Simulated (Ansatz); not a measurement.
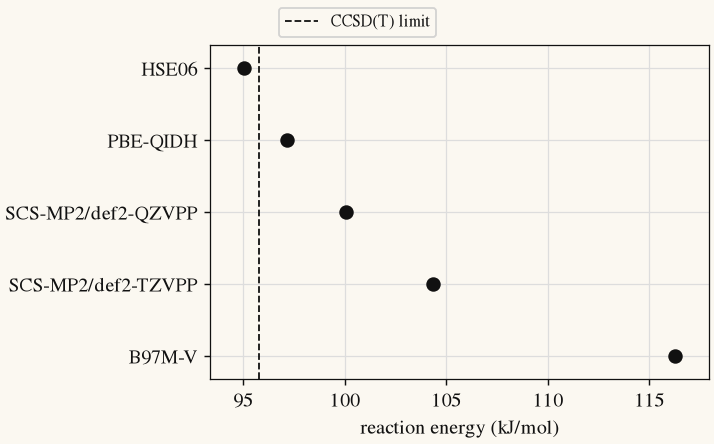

Electronic reaction energy of SiNH₄O₂F (N[Si](O)(O)F) + H₂Te ([TeH2]) → SiNH₅TeO₂ (N[Si](O)(O)[TeH]) + HF (F) (SMILES in brackets) at several levels (functionals in def2-TZVPP unless a basis is named), isolated molecules at PBE0-D4 triple-zeta geometries, minima by their frequencies, no zero-point or thermal terms, the Ansatz code 0.2.0. The line is frozen-core CCSD(T) at the basis limit (MP2 extrapolated from triple and quadruple zeta, plus CCSD(T) less MP2 in a smaller set). PBE-QIDH holds a correlation term that converges slowly with the basis, so part of the distance to the limit is basis error. No dispersion term is added to HSE06 and PBE-QIDH. The distance of SCS-MP2/def2-QZVPP and SCS-MP2/def2-TZVPP to the limit includes basis error. Core potentials past Kr. The limit lies 9.4 kJ/mol from CCSD(T)/def2-TZVPP, so the line itself is uncertain by a part of that.

Which level comes closest to the line (CCSD(T) limit), and which misses most?

Answer. Closest HSE06 (95.1 kJ/mol), against 95.8 kJ/mol; farthest B97M-V (116.2 kJ/mol).

Give the values.

Answer.
```
             level  kJ/mol  less CCSD(T) limit
             HSE06    95.1                −0.7
          PBE-QIDH    97.2                 1.4
SCS-MP2/def2-QZVPP   100.1                 4.3
SCS-MP2/def2-TZVPP   104.4                 8.6
            B97M-V   116.2                20.5
     CCSD(T) limit    95.8                 0.0
```

Known limits of this run: outer-core shells are correlated without core-valence functions, which makes the correlated values less sure; spin-orbit coupling is left out, and with Te it can shift these values.
